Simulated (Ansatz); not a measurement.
The starting structures come from a database of crystals and need not be the phases stable at ambient conditions.

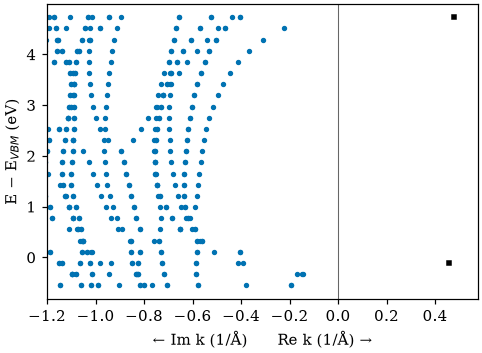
Complex bands at the centre of the two-dimensional zone; PBEsol (Ansatz, a quantum-chemistry and plane-wave program)

The gap is the functional's own. No spin-orbit coupling. Mid-gap values are interpolated on the energy grid.

Task: This is KSb₄F₁₃ (I-4, not sure to be the ambient phase, 18 atoms a cell, 16.3 Å³ an atom, -2 GPa at this level) along the normal of (101). Read off the slowest decay at the centre of the two-dimensional zone at 2.31 eV, the computed energy nearest the middle of the gap.

Result: κ ≈ 0.55 1/Å, a decay length 1/(2κ) of the density of 0.90 Å.
